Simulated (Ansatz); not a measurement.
# Map of one atom of the cell for MgB2 (AlB2 type, space group P6/mmm)

Starting cell, MgB$_{2}$ (AlB2 type, space group P6/mmm):

```
CELL_PARAMETERS angstrom
      3.07432     0.00000     0.00000
     -1.53716     2.66244     0.00000
      0.00000     0.00000     3.52754
ATOMIC_POSITIONS crystal
  Mg 0.00000 0.00000 0.00000
  B  0.33333 0.66667 0.50000
  B  0.66667 0.33333 0.50000
```

In this cell atom 3 (B, nearest neighbour B at 1.775 Å; its periodic images, 3.1 Å or more away, move with it) is moved by u·(1.000, 0.000, 0.000) + v·(0.000, 1.000, 0.000); the rest is frozen.

Calculation: PBE (plane waves to 420 eV, PAW, scalar-relativistic; Ansatz, an electronic-structure program). k mesh 14×14×11 (Γ-centred), Fermi-Dirac smearing 0.05 eV. Energies are smeared free energies. Points where atoms come too close for the PAW data are left out (x in tables, blank in figures). With partly filled bands, energies and forces of such displacements shift with the k mesh and the smearing. Fu and Fv are the components of the force on the atom. MgB2 was relaxed with its symmetry unable to fall. The zero of ΔE is the undisplaced structure. Axes are in Å.

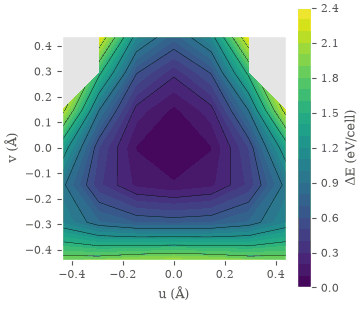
Figure: ΔE (eV/cell) over the 7×7 grid of computed points.

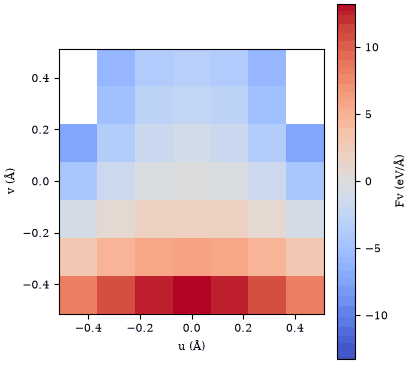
*Fv (eV/Å) over the 7×7 grid of computed points.*

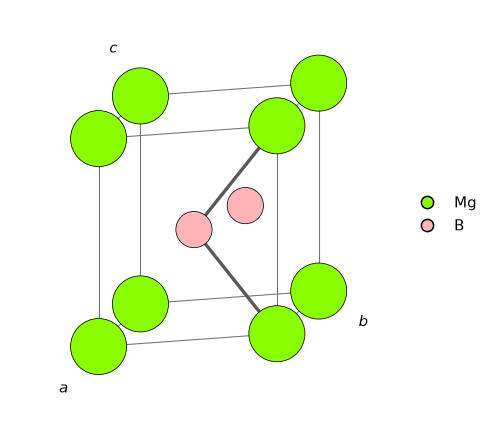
The cell of the calculation at u = 0.293 Å, v = 0.440 Å.

Lowest place on the grid: u = 0.000 Å, v = 0.000 Å (0 meV/cell).

(For displaced atoms, the force is minus the slope of the energy, and its curvature is a force constant, which sets phonon frequencies.)
